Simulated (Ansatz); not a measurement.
# SiH4O4 (SMILES O[Si](O)(O)O): revPBE/def2-SVP

What is the vertical ionisation energy of SiH4O4 at revPBE/def2-SVP? 

The calculation is run with Ansatz 0.2.0.

59 further runs of the same task are left out: 1 that didn't finish, 58 set aside as unsound or not needed.

## Step 1: The molecule

SiH4O4: 9 atoms, total charge 0, spin state singlet. SMILES: `O[Si](O)(O)O`. The shape is that of a PBE0-D4/def2-TZVP optimisation. This is one conformer, not always the lowest.

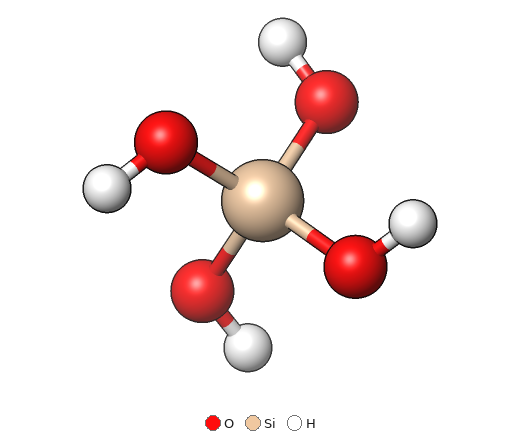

Viewed from a chosen angle; oxygen red, silicon light orange, hydrogen white.

## Step 2: A single-point energy at revPBE/def2-SVP

input.yaml

```yaml
crystal:
  periodic: [false, false, false]
  atoms:
    - symbol: O
      position_ang: [-0.969050, 0.776350, -1.057560]
    - symbol: Si
      position_ang: [0.000010, 0.000030, -0.000040]
    - symbol: O
      position_ang: [1.527610, 0.433680, -0.372150]
    - symbol: O
      position_ang: [-0.043140, -1.629280, -0.059900]
    - symbol: O
      position_ang: [-0.515400, 0.419370, 1.489460]
    - symbol: H
      position_ang: [-0.639460, 0.869750, -1.952330]
    - symbol: H
      position_ang: [2.226280, -0.135170, -0.046190]
    - symbol: H
      position_ang: [-0.768040, -2.056130, 0.398680]
    - symbol: H
      position_ang: [-0.818790, 1.321420, 1.600040]
basis:
  gaussian: {orbitals: def2-SVP}
hamiltonian: {xc: {name: revPBE}}
accuracy: high
output: {orbitals: {seedname: orbitals}}
```

Started as:

```bash
ansatz run input.yaml --threads 1 --pin off --max-ram 3480MiB --events-out events.jsonl --progress --plain --runs-dir runs
```

Log:

```text
Warning: RAYON_NUM_THREADS=1 ignored (pool sized by the plan → 1); use --threads N
Functional definition: revPBE
  name "revPBE"
  parameter kappa = 1.245
  parameter beta = 0.06672455060314922
  exchange = pbe_x(kappa = kappa, mu = beta*pi^2/3)
  correlation = pbe_c(beta = beta)
2020 factors; integrals over basis functions are off by at most 3.8e-9 eV
mean field evaluation 1: about -16106.0053 eV, gradient 9.9e1 eV
mean field evaluation 2: about -16074.1075 eV, gradient 1.6e2 eV
mean field evaluation 4: about -16122.3341 eV, gradient 2.6e0 eV
mean field evaluation 8: about -16122.3429 eV, gradient 4.4e-2 eV
mean field evaluation 16: about -16122.3429 eV, gradient 2.8e-7 eV
mean field -16122.34289282 eV, -592.4851731945 hartree, gradient 5.3e-8 eV, S^2 0.000000; 0 other end points of the search recorded, 0 dependent functions left out
reference -16122.34289697 eV, -592.4851733470 hartree; 25, 25 occupied and 69, 69 virtual orbitals, 2020 factors
Total energy: -16122.34289697 eV, -592.4851733470 hartree
```

Run time: 3.6 s. Hardware: 1 thread of Intel Xeon 6975P-C (Granite Rapids), shared host; peak memory 0.25 GiB.

## Step 3: The doublet cation at the same level

run.yaml

```yaml
crystal:
  periodic: [false, false, false]
  atoms:
    - {symbol: O, position_ang: [-0.969050, 0.776350, -1.057560]}
    - {symbol: Si, position_ang: [0.000010, 0.000030, -0.000040]}
    - {symbol: O, position_ang: [1.527610, 0.433680, -0.372150]}
    - {symbol: O, position_ang: [-0.043140, -1.629280, -0.059900]}
    - {symbol: O, position_ang: [-0.515400, 0.419370, 1.489460]}
    - {symbol: H, position_ang: [-0.639460, 0.869750, -1.952330]}
    - {symbol: H, position_ang: [2.226280, -0.135170, -0.046190]}
    - {symbol: H, position_ang: [-0.768040, -2.056130, 0.398680]}
    - {symbol: H, position_ang: [-0.818790, 1.321420, 1.600040]}
basis:
  gaussian:
    orbitals: def2-SVP
output: {orbitals: {seedname: orbitals}}
magnetization:
  spin_polarized: true
  initial_magnetization: 1
total_charge: 1
accuracy: high
hamiltonian:
  xc: {name: revPBE}
```

Started as:

```bash
ansatz run run.yaml --threads 1 --pin off --max-ram 3480MiB --events-out events.jsonl --progress --plain --runs-dir runs
```

Log:

```text
Warning: RAYON_NUM_THREADS=1 ignored (pool sized by the plan → 1); use --threads N
Functional definition: revPBE
  name "revPBE"
  parameter kappa = 1.245
  parameter beta = 0.06672455060314922
  exchange = pbe_x(kappa = kappa, mu = beta*pi^2/3)
  correlation = pbe_c(beta = beta)
2019 factors; integrals over basis functions are off by at most 3.8e-9 eV
mean field evaluation 1: about -16089.9359 eV, gradient 8.0e1 eV
mean field evaluation 2: about -16033.9577 eV, gradient 1.4e2 eV
mean field evaluation 4: about -16108.1475 eV, gradient 3.0e1 eV
mean field evaluation 8: about -16110.9318 eV, gradient 1.4e1 eV
mean field evaluation 16: about -16111.8780 eV, gradient 4.3e-1 eV
mean field evaluation 32: about -16110.5417 eV, gradient 4.2e0 eV
mean field evaluation 64: about -16112.1000 eV, gradient 4.4e-6 eV
mean field -16112.09996814 eV, -592.1087526555 hartree, gradient 2.7e-8 eV, S^2 0.752271; 10 other end points of the search recorded, 0 dependent functions left out
reference -16112.09997210 eV, -592.1087528012 hartree; 25, 24 occupied and 69, 70 virtual orbitals, 2019 factors
Total energy: -16112.09997210 eV, -592.1087528012 hartree
```

Run time: 20 s. Hardware: 1 thread of Intel Xeon 6975P-C (Granite Rapids), shared host; peak memory 0.33 GiB.

## Step 4: Results

At revPBE/def2-SVP:

```
                                          quantity          value
                      singlet SiH4O4: total energy  -592.48517 Eh
                       singlet SiH4O4: HOMO energy       -6.83 eV
                       singlet SiH4O4: LUMO energy        0.27 eV
                     singlet SiH4O4: HOMO–LUMO gap        7.10 eV
                      doublet cation: total energy  -592.10875 Eh
doublet cation: HOMO energy (highest over α and β)      -13.69 eV
 doublet cation: LUMO energy (lowest over α and β)      -13.67 eV
                              doublet cation: ⟨S²⟩          0.752
vertical ionisation energy (to the doublet cation)      10.243 eV
```

**Reading.** Removing an electron at fixed nuclei costs 10.24 eV (236 kcal/mol). −ε(HOMO) before ionisation, 6.83 eV, is 3.41 eV below this ionisation energy.
